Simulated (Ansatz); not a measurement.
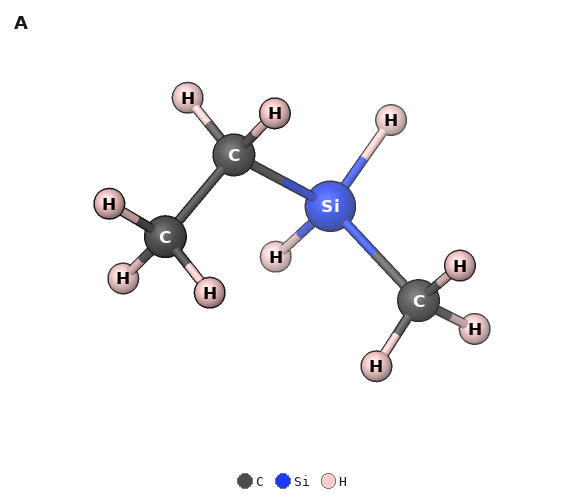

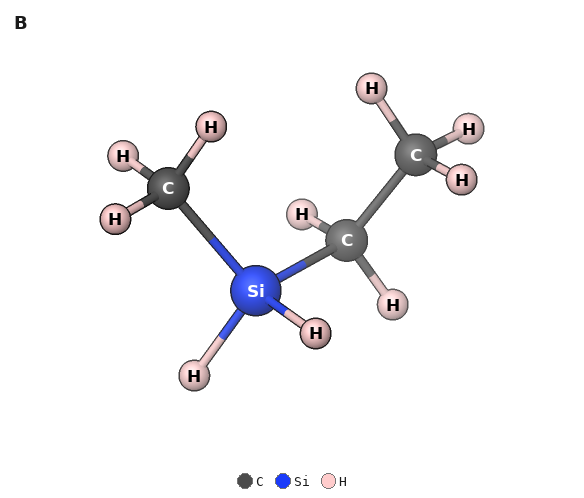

Depth is shown by fading: the farther an atom, the more it takes the colour of the background. The geometry was computed by an optimisation with PBE0-D4/def2-TZVP.

> How are A and B related: the same structure turned, mirror images, conformers, diastereomers or constitutional isomers?

They are mirror images that no rotation superimposes: the geometry of C3H10Si is chiral (C1), and the handedness lies in its shape, not in a labelled carbon stereocentre. Their energies are equal.
